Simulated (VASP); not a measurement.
Band structure of Be₃ZnTe₄ (ordered alloy cell). Level of theory: PBEsol GGA, VASP's PBE PAW potentials (set 64) (plane waves; VASP 6.6.1).

Unless said otherwise, spin-orbit coupling is left out, though it shifts the bands of the heavy elements here.

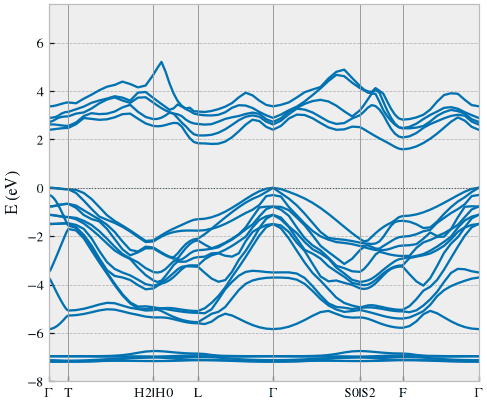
Figure: Bands along high-symmetry lines, zero at the valence-band maximum or, without a gap, the Fermi level

**Question.** Read the plot: is there a gap, and where are the band edges?

**Answer.** The gap is indirect, 1.59 eV, from the valence maximum at Γ to the conduction minimum at F. (Edges off the drawn lines would not show.)

The structure was generated: Be3ZnTe4 was put into an ordered model structure (R3m), which need not be its known phase. It was relaxed first.
